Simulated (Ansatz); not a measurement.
# How fast states decay through Na3Cl2F, part 3 of 3

Wanted: the relaxed cell of Na3Cl2F, its band edges and its decay constants. It is built by putting F for Br in the Na3BrCl2 structure of space group I4/mmm, with the volume rescaled by atomic radii. The parent structure comes from the Materials Project.

Ansatz 0.2.0; r2SCAN DFT, plane waves, PAW files (the session's first sound run).

So far, gap on the k-mesh (eV): step 3 (band edges, r2SCAN) 5.76; step 4 (complex bands, plane (001), k-mesh 6×6×6, r2SCAN) 5.76; step 5 (PBEsol, cutoff 420 eV) 4.89.

The structure was built from a prototype and need not be the compound's stable phase.

**6. Complex bands at another level, cutoff 420 eV**

This step: PBEsol DFT, plane waves, PAW files; complex bands by layer matching along the plane's normal (Ansatz 0.2.0).

The complex bands at that level, over its own gap, at (0, 0) and (0.5, 0).

Input file input.yaml:

```yaml
crystal:
  lattice:
    - [3.822919865, 0.0, 0.0]
    - [0.0, 3.822919865, 0.0]
    - [1.911459932, 1.911459932, 7.875555166]
  atoms:
    - { symbol: Na, position: [0.3515382403, 0.3515382403, 0.2969235194] }
    - { symbol: Na, position: [0.0, 0.0, 0.0] }
    - { symbol: Na, position: [0.6484617597, 0.6484617597, 0.7030764806] }
    - { symbol: F, position: [0.5, 0.5, 0.0] }
    - { symbol: Cl, position: [0.1655821099, 0.1655821099, 0.6688357802] }
    - { symbol: Cl, position: [0.8344178901, 0.8344178901, 0.3311642198] }
kpoints:
  mp_grid: { grid: [6, 6, 6] }
scf:
  occupations: { method: fixed }
hamiltonian:
  xc: pbesol
output:
  eigenvalues: true
  transmission:
    leads: [[0, 0]]
    kpoints: [[0.0, 0.0], [0.5, 0.0]]
    e_range: [-1.0, 5.89]
    de: 0.11
```

Run with:

```sh
ansatz run input.yaml --threads 2 --pin off --max-ram 4096MiB --backend cpu --events-out ev --progress --plain --runs-dir out
```

Numbers of over 12 decimals in the logs are rounded to 6 here.

The program printed:

```text
[...]
Crystal: 6 atoms, lattice volume = 115.099 Å³
Basis set: ecut = 420 eV, 2231 PW (Γ)
Bands: 30, of which v1, the nominal top of the filled ones, is band 24 counted from 1 (23 counted from 0)
Symmetry: 16 space group operations
[...]
k-points: 30 of 216
[...]
SCF iter   1: F=—  HF=-7359.057392 eV  |F-HF|=—  |Δ(HF+E_count)|=         —  Δρ=5.99e-3  dr2=3.71e-2  ethr=1.77e-3  ⟨swp⟩=4.9  Hψ=3200  notcnv=0  defer=114
[...]
SCF iter   7: F=-7359.042619 eV  HF=-7359.042619 eV  |F-HF|=1.19e-9  |Δ(HF+E_count)|=   8.12e-8  Δρ=3.22e-6  dr2=1.37e-8  ethr=2.08e-10  ⟨swp⟩=3.1  Hψ=2343  notcnv=0
SCF 1 converged in 7 iterations: F = -7359.042619 eV  dr2 = 1.37e-8
[...]
transmission: 12 of 24 steps passed
transmission: 24 of 24 steps passed
SCF converged after 7 iterations
Free energy (F): -7359.042619 eV
[...]
Internal energy: -7359.042619 eV  (E = F + TS)
E sigma→0 (E₀):  -7359.042619 eV
Fermi energy:    1.164491 eV
[...]
--- Band table (eV; the first three rows and the last of 30) ---
  k-point 0: bands = [... 20 lower, 0.7460, 0.9544, 1.1645, 1.1645, 6.0583, 8.9268, 9.5973, 9.7156, ... 2 higher]
  k-point 1: bands = [... 20 lower, 0.7597, 0.8653, 1.1550, 1.1550, 6.2070, 8.6571, 9.5222, 9.6457, ... 2 higher]
  k-point 2: bands = [... 20 lower, 0.7883, 0.7883, 1.1341, 1.1341, 6.6002, 8.0593, 9.4318, 9.5430, ... 2 higher]
  k-point 29: bands = [... 20 lower, 0.3108, 0.4135, 0.4248, 0.5487, 9.3638, 9.6217, 9.6319, 9.7555, ... 2 higher]
--- Transmission ---
  basis      : 129 plane waves across, 12 finite elements along
  points     : 2, as listed
[...]
crystal 0  : Cl2Na3F1, at the sites [0, 0], period 7.8756 Å: whole cells are its period
[...]
channels       : 0.000000e0 a spin
[...]
slowest decay  : 0.4050 /Å at (0.0000, 0.0000)
```

The job ended after 15 s (2 threads of Arm Neoverse V2, shared host; peak memory 0.41 GiB).

Numbers from this step:

```yaml
level_to_which_the_leads_are_filled: 2.447 eV from the Fermi level
decay_constant_at_the_filling_level_zone_centre: 0.405 Å⁻¹
decay_constant_at_the_filling_level_slowest_listed_point: 0.405 Å⁻¹
```

K parallel (0, 0); values up to 1.5 1/Å, a degenerate pair printed once or twice; energies at which all values exceed this have no row. Im kz of the slowest decaying states against energy, zero at the highest filled level on the SCF mesh:

```csv
energy (eV),decay 1 (Å⁻¹),decay 2 (Å⁻¹),decay 3 (Å⁻¹),decay 4 (Å⁻¹)
-1.000,0.430,0.790,-,-
-0.450,0.181,0.831,-,-
-0.010,0.186,0.848,-,-
0.540,0.320,0.643,0.859,1.48
0.980,0.369,0.767,0.861,1.44
1.530,0.400,0.858,0.859,1.39
1.970,0.408,0.852,0.906,1.35
2.520,0.402,0.841,0.947,1.29
2.960,0.386,0.828,0.970,1.24
3.510,0.348,0.809,0.989,1.18
3.950,0.301,0.790,0.999,1.13
4.500,0.205,0.763,1.01,1.06
5.050,0.730,0.989,1.01,1.42
5.490,0.699,0.925,1.01,1.39
```

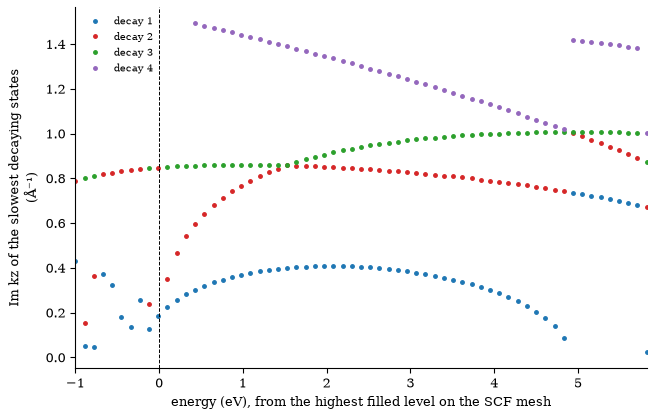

Im kz of the slowest decaying states, plotted against energy.

K parallel (0.5, 0); values up to 1.5 1/Å, a degenerate pair printed once or twice; energies at which all values exceed this have no row. The Im kz of the slowest decaying states by energy, zero at the highest filled level on the SCF mesh:

```csv
energy (eV),decay 1 (Å⁻¹),decay 2 (Å⁻¹),decay 3 (Å⁻¹)
-1.000,1.38,-,-
-0.450,1.31,1.39,-
-0.010,0.441,1.25,1.34
0.540,0.676,1.12,-
0.980,0.741,1.10,-
1.530,0.721,1.14,-
1.970,0.722,1.14,-
2.520,0.718,1.13,1.49
2.960,0.710,1.12,1.46
3.510,0.692,1.11,1.42
3.950,0.671,1.10,1.38
4.500,0.636,1.09,1.34
5.050,0.590,1.09,1.30
5.490,0.543,1.10,1.26
```

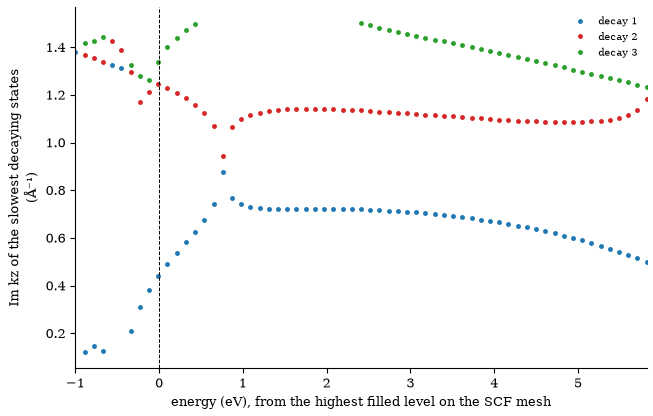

Im kz of the slowest decaying states, plotted against energy.

At the listed wavevectors the last open channel is at -0.01 eV and the next at +4.94 eV on the grid. At +2.41 eV, the grid energy nearest the filling level (the middle of the gap on the SCF mesh), the slowest state at the listed wavevectors decays with κ = 0.405 Å⁻¹, its amplitude falling by e over 2.5 Å; the first such run, plane (001), gave 0.446 Å⁻¹.

**7. Results**

```
band gap                                         : 5.76 eV
least decay constant at mid-gap, normal to (001) : 0.446 Å⁻¹
least decay constant, PBEsol                     : 0.405 Å⁻¹
```

What this shows: With r2SCAN, the slowest decay at the wavevectors tried is κ = 0.446 Å⁻¹, normal to (001). Through such a film the transmission near mid-gap falls as exp(−2κd), a factor of ten every 2.6 Å. A free electron under a barrier of half the gap would need a mass of 0.26 mₑ to decay at this rate. With PBEsol the gap goes from 5.76 to 4.89 eV and the decay constant, over the first 2 listed wavevectors, from 0.446 to 0.405 Å⁻¹. The compound is made up by substitution; its stability against other phases and against distortions of the cell's symmetry was not tested. r2SCAN still narrows gaps, if less than LDA and GGA do, so real decay constants are likely larger.

[Logs are printed without paths, hosts, clocks, repeated set-up lines and the standing remarks that a program may print on its own settings, such as how far it seeks lower states.]

[Hosts, paths, dates, database ids (printed as entryN), source tags and the programs' standing remarks are cut or masked in the printed files.]

[New means built here by substitution; the compound itself may be known and measured.]
